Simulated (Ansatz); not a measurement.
Input file:

```
crystal:
  periodic: [false, false, false]
  atoms:
    - {symbol: C, position_ang: [0.211107, 1.342866, -0.705320]}
    - {symbol: C, position_ang: [0.823198, 0.327536, -0.080238]}
    - {symbol: C, position_ang: [0.242022, -0.974926, 0.237083]}
    - {symbol: C, position_ang: [0.932926, -1.957237, 0.876020]}
    - {symbol: C, position_ang: [-1.611660, -2.543170, 0.210321]}
    - {symbol: C, position_ang: [-1.163277, -1.317221, -0.123244]}
    - {symbol: Si, position_ang: [-0.200612, -3.428895, 1.066075]}
    - {symbol: H, position_ang: [-0.824634, 1.283461, -1.048671]}
    - {symbol: H, position_ang: [0.736979, 2.281307, -0.895761]}
    - {symbol: H, position_ang: [1.864004, 0.457262, 0.236629]}
    - {symbol: H, position_ang: [1.970426, -1.813205, 1.185669]}
    - {symbol: H, position_ang: [0.266883, -4.657961, 0.352546]}
    - {symbol: H, position_ang: [-0.487581, -3.803076, 2.485876]}
    - {symbol: H, position_ang: [-2.627776, -2.870692, -0.017964]}
    - {symbol: H, position_ang: [-1.785813, -0.580001, -0.639927]}
basis:
  gaussian:
    orbitals: def2-SVPD
hamiltonian:
  xc: pbe0
output:
  forces: true
  orbitals: {seedname: orbitals}
```

Launched as:

```sh
ansatz run input.yaml --threads 2 --pin off --max-ram 5220MiB --events-out events.jsonl --progress --plain --runs-dir runs
```

Geometry: PBE0-D3(BJ)/def2-SVP.

Computed with isolated molecule in a Gaussian basis; Kohn-Sham density functional theory, functional PBE0 (Ansatz 0.2.0).

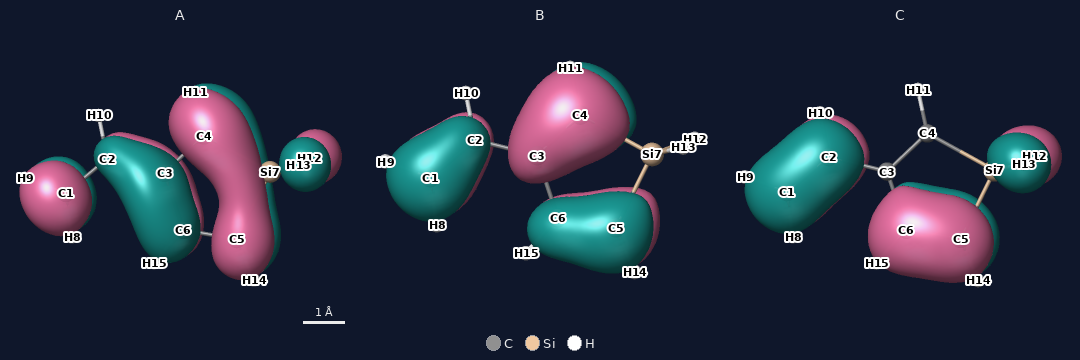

C₆H₈Si (SMILES C=CC1=C[SiH2]C=C1). Three frontier orbitals at ±0.08 Å⁻³ᐟ² (teal and pink are the two phases), in no order.

### Which picture is the HOMO−1, the HOMO and the LUMO?

C is the HOMO−1 (−7.94 eV). Its weight (Hirshfeld) is mainly on C6 (about 20 %), C5 (about 20 %), C1 (about 20 %) and C2 (about 20 %). B is the HOMO (−6.60 eV). By Hirshfeld shares it lies mainly on C4 (about 30 %), C5 (about 15 %), C1 (about 15 %), C3 (about 15 %), C6 (about 10 %) and C2 (about 5 %). A is the LUMO (−1.78 eV). By Hirshfeld shares it lies mainly on C4 (about 20 %), C3 (about 15 %), C1 (about 10 %), C5 (about 10 %), Si7 (about 10 %) and C6 (about 10 %).

### What is the HOMO–LUMO gap?

4.82 eV between the orbital energies.
